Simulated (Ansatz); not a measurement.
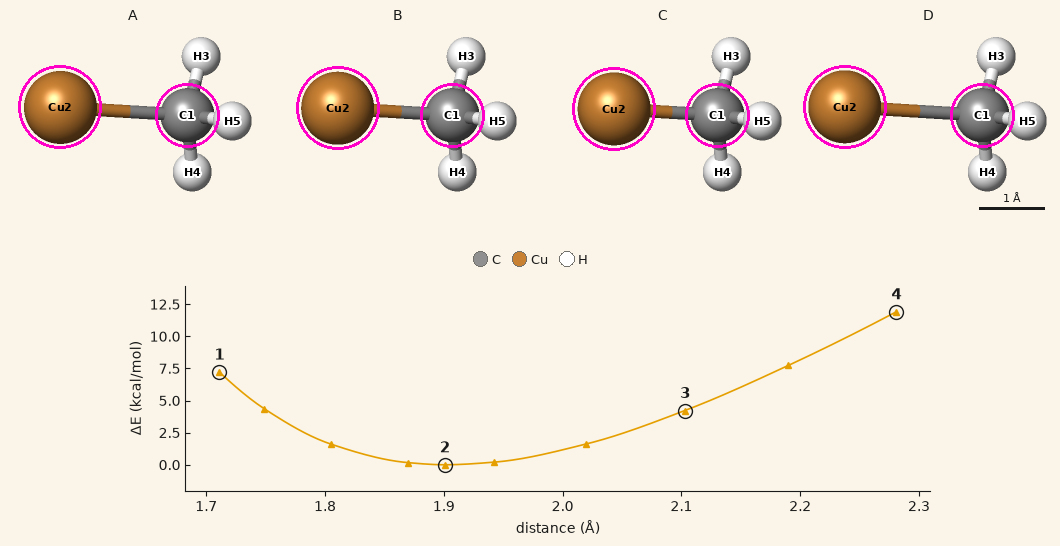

A scan of CH₃Cu: the C1–Cu2 distance is varied, with the rest of the molecule carried along rigidly. The frames are shuffled; the numbered points of the plot belong to them. A ball-and-stick model, seen at a tilt. The ringed atoms are those of the scanned coordinate.

Level of theory: CCSD(T) (def2-TZVPP, Ansatz), on geometries moved rigidly from the minimum at PBE0-D4/def2-TZVP. Coupled cluster with a frozen core. Energies are counted from the PBE0-D4/def2-TZVP minimum geometry at the same level.

Which frame belongs to which numbered point?

Point 1 is frame C (the distance 1.711 Å, 7.2 kcal/mol); 2 is frame B (the distance 1.901 Å, 0.0 kcal/mol); 3 is frame A (the distance 2.103 Å, 4.2 kcal/mol); 4 is frame D (the distance 2.281 Å, 11.9 kcal/mol). Of the computed points the lowest is at the distance 1.901 Å, 0.0 kcal/mol. At the ends of the scan the energy is 7.2 kcal/mol (1.711 Å) and 11.9 kcal/mol (2.281 Å). The curvature at the lowest point is about 13 eV/Å² (2 mdyn/Å). The well is steeper on the short side, as for any bond. At 2.281 Å the mean-field solution behind CCSD(T) isn't stable (a lower one of broken symmetry exists), so those energies are less reliable. The T1 diagnostic reaches 0.031, so the single-reference result is less sure there.
